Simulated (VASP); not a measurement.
Band structure of TlCl (CsCl type). Computed with PBEsol GGA with spin-orbit coupling, VASP's PBE PAW potentials (set 64) (plane waves; VASP 6.6.1).

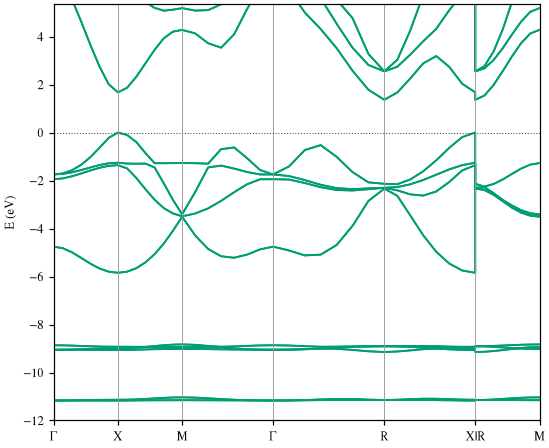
*Bands along high-symmetry lines, zero at the valence-band maximum or, without a gap, the Fermi level*

Task: Read the plot: is there a gap, and where are the band edges?

Result: The gap is indirect, 1.36 eV, from the valence maximum at X to the conduction minimum at R.

The compound is TlCl in the CsCl type structure. It was relaxed first, which changed the volume by -6 %.
